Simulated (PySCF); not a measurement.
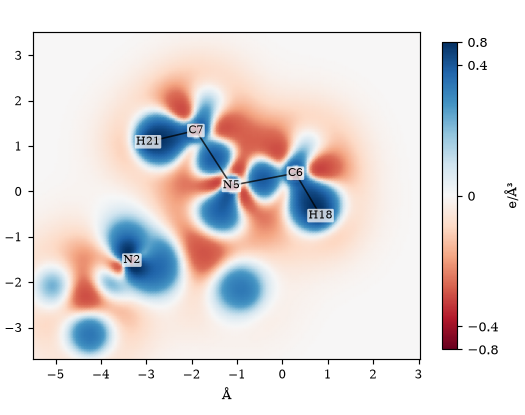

*C$_{4}$H$_{14}$N$_{2}$Si, SMILES `CN(C)[SiH2]N(C)C`. Deformation density (molecule less spherical, spin-averaged free atoms) in the plane of N2, N5, C6, C7, H18 and H21; colour scale in e/Å³, logarithmic beyond ±0.1; blue: gain, red: loss.*

Method: TPSS/def2-SVP; geometry: GFN2-xTB; program: PySCF. No frequency check shows the geometry to be a minimum.

Input

```python
import numpy as np
from pyscf import gto, scf, dft
from pyscf.scf import atom_ks, atom_hf
from scipy.linalg import block_diag

def solve(mol, dm0=None, hcore=None):
    mf = (dft.UKS if mol.spin else dft.RKS)(mol, xc='tpss')
    mf.grids.level = 3
    mf = mf.density_fit(auxbasis='def2-universal-jkfit')
    mf.conv_tol, mf.max_cycle = 1e-8, 80
    if hcore is not None:
        mf.get_hcore = lambda *args: hcore
    mf.kernel(dm0)
    if not mf.converged:
        mf = mf.newton().run(mf.mo_coeff, mf.mo_occ, max_cycle=30)
    assert mf.converged, 'SCF not converged'
    return mf

mol = gto.M(atom='''
C     -1.49918     1.19709     0.88215
N     -1.37109     0.09387    -0.03775
C     -2.65043    -0.39343    -0.47702
Si     0.00031    -0.94384     0.00063
N      1.37093     0.09389     0.03713
C      2.65030    -0.39411     0.47553
C      1.49895     1.19874    -0.88082
H     -0.51299     1.52366     1.19811
H     -2.07802     0.91657     1.77139
H     -2.01339     2.03199     0.39442
H     -3.21657     0.41604    -0.94807
H     -3.24741    -0.78299     0.35798
H     -2.51169    -1.19187    -1.20007
H      0.15632    -1.79140     1.19160
H     -0.15636    -1.78930    -1.19557
H      3.21639     0.41456     0.94802
H      3.24731    -0.78215    -0.36016
H      2.51162    -1.19383     1.19716
H      2.07781     0.91983    -1.77055
H      2.01311     2.03282    -0.39161
H      0.51274     1.52581    -1.19620
''', basis='def2-svp', charge=0, spin=0, verbose=4)
mf = solve(mol)
mf.analyze()
# spherically averaged free atoms, for the promolecule
atm = atom_ks.get_atm_nrks(mol, xc='tpss')
pro = block_diag(*[(atm[a[0]][2] * atm[a[0]][3]) @ atm[a[0]][2].T for a in mol._atom])
np.savez('result.npz', e=mf.e_tot, c=mf.mo_coeff, occ=mf.mo_occ, eps=mf.mo_energy, pro=pro, dip=mf.dip_moment(verbose=0), s2=mf.spin_square()[0])
```

Run with:

```sh
OMP_NUM_THREADS=1 python input.py
```

The run took 37 s on 1 thread of Intel(R) Xeon(R) 6975P-C (Granite Rapids) (shared host), peak memory 0.71 GiB.

Partitions, critical points and surface values were worked out afterwards from this run's density.

**Describe the bonding that the map shows.**

C7–H21: +0.70 e/Å³ at the bond critical point (bond length 1.09 Å, Mayer order 1.0). C6–H18: +0.69 e/Å³ at the bond critical point (bond length 1.09 Å, Mayer order 1.0). N5–C6: +0.30 e/Å³ at the bond critical point (bond length 1.44 Å, Mayer order 1.0). N5–C7: +0.30 e/Å³ at the bond critical point (bond length 1.44 Å, Mayer order 1.0). In all, 4.4 electrons gather in the regions of gain relative to the promolecule.
